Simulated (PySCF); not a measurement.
Cl4S6Si4 ((ClSi)4S6 adamantane)

```xyz
14

Si   -1.6025   -0.9129   -0.8386
Cl   -3.2109   -1.8250   -1.6962
S    -0.6258    0.1168   -2.4334
Si    1.0190    1.0232   -1.4157
Cl    2.0420    2.0534   -2.8471
S     0.4174    2.4822    0.0230
Si   -0.6330    1.2772    1.4408
Cl   -1.2699    2.5733    2.8796
S    -2.4088    0.3998    0.6411
S     0.6236   -0.1291    2.4473
Si    1.2115   -1.4011    0.8324
Cl    2.4366   -2.8096    1.6541
S    -0.4232   -2.4899   -0.0100
S     2.4046   -0.4020   -0.6340
```

Geometry: PBE0-D3(BJ)/def2-SVP.

Computed with PBE0/pcSseg-1, SCF density, gas phase, non-relativistic in PySCF.

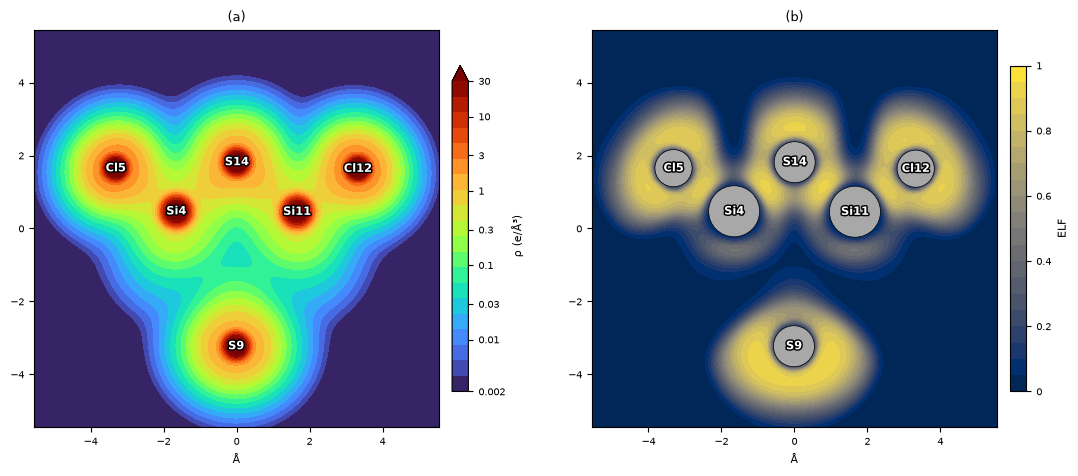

Figure 1. (a) total electron density; (b) ELF on the plane of atoms Cl12, Si11 and S14. Grey discs cover the atomic cores in the ELF map.

**Read the bonding off the picture.**

The plane passes through Si, Cl and S nuclei. Si–Cl (2.04 Å): the density is about 0.94 e/Å³ at the midpoint; the ELF peaks at about 0.90 between the atoms (a polar covalent bond). Si–S (2.14 Å): ρ at the midpoint is about 0.84 e/Å³; the ELF peaks at about 0.90 between the atoms (a covalent bond). The ELF also peaks beside S9, Cl5, Cl12 and S14, away from the bonds: lone-pair regions.

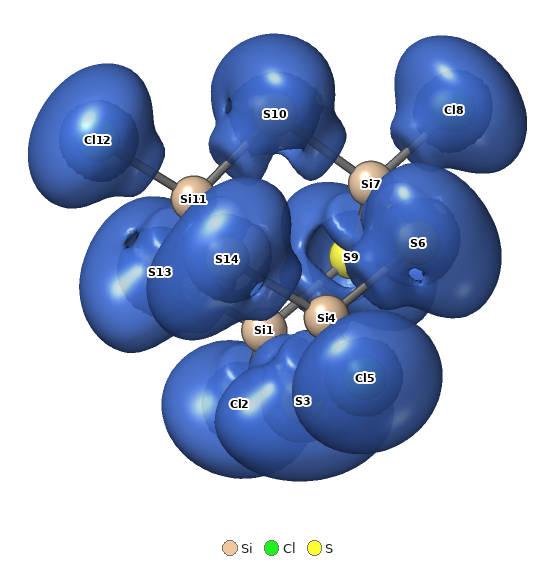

Figure 2. Isosurface of the ELF at 0.75 (blue), seen at a tilt. Only the valence region is drawn (cores and ρ < 0.01 e/Å³ removed).

**Where are the electrons localised?**

The ELF exceeds this value in four regions on Cl in which the atom's valence shell and bonds are merged and six regions on S in which the atom's valence shell and bonds are merged. Profiles from the grid: Si–S (2.13 Å): the ELF peaks at about 0.90 between the atoms (a shared electron pair).

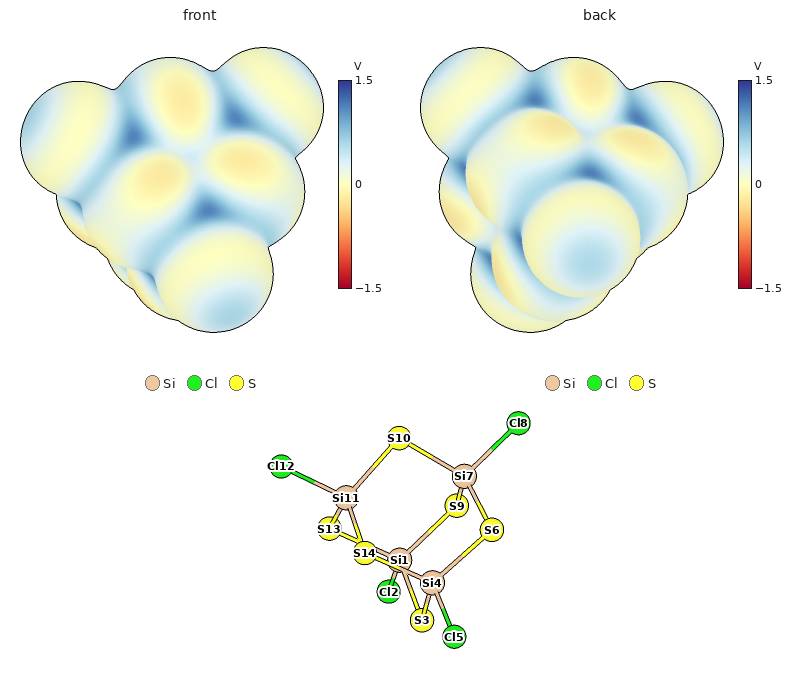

Figure 3. The electrostatic potential painted on the density surface at 0.002 e/bohr³, seen from the front and from behind; red is negative and blue positive. The bare structure is drawn below in the same view.

**Where is the surface potential most negative and most positive?**

The most negative region (about −0.2 V) lies over the S atoms, the most positive (about +1.1 V, or +25 kcal/mol for a unit charge) over Si1, Si4, Si7 and Si11. Cl2 shows a σ-hole: about +0.6 V, or +14 kcal/mol for a unit charge at the tip opposite its bond, against about +0.1 V on its flanks. Cl5 shows a σ-hole: about +0.6 V, or +14 kcal/mol for a unit charge at the tip opposite its bond, against about +0.1 V on its flanks. Cl8 shows a σ-hole: about +0.6 V, or +14 kcal/mol for a unit charge at the tip opposite its bond, against about +0.1 V on its flanks. Cl12 shows a σ-hole: about +0.6 V, or +14 kcal/mol for a unit charge at the tip opposite its bond, against about +0.1 V on its flanks.

**How polar is the molecule by this calculation?**

Its dipole moment is 0.02 D.
